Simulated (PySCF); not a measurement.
# BFH4Si: the cost of one run

Programs: PySCF 2.14.0, with density-fitted response routines of our own. Each step states its level of theory. These are calculated values for one molecule in the gas phase, unless marked as measured. Atoms count from 0, in the outputs and in this text.

## (1) Starting geometry

7 atoms, charge 0, multiplicity 1; geometry from: PBE0-D3(BJ)/def2-SVP.

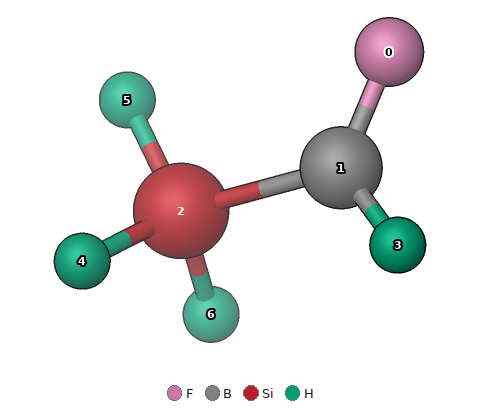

As it starts; fluorine pink, boron grey, silicon red, hydrogen teal, atoms numbered.

## (2) NMR shieldings: PBE0/pcSseg-2

Job settings and geometry (Å):

```
{"job": {"kind": "nmr", "xc": "PBE0", "basis": "pcSseg-2", "pop": false}, "charge": 0, "multiplicity": 1}
F      2.009467     1.075633    -0.152758
B      1.285242    -0.018165    -0.004434
Si    -0.748811     0.075100     0.001228
H      1.899430    -1.059487     0.119925
H     -1.268194    -0.507607     1.279704
H     -1.276121     1.466460    -0.146421
H     -1.276928    -0.765407    -1.120545
```

Level: GIAO PBE0/pcSseg-2 NMR shielding, non-relativistic, gas phase.

Launch:

```sh
OMP_NUM_THREADS=1 python probes_run.py task.json out
```

The driver reads the jobs from task.json and runs them one after another.

Q: Estimate the wall time and peak memory of this first job on 1 thread of Arm Neoverse N1, shared host.

About 11 s, with a peak of 0.75 GiB.
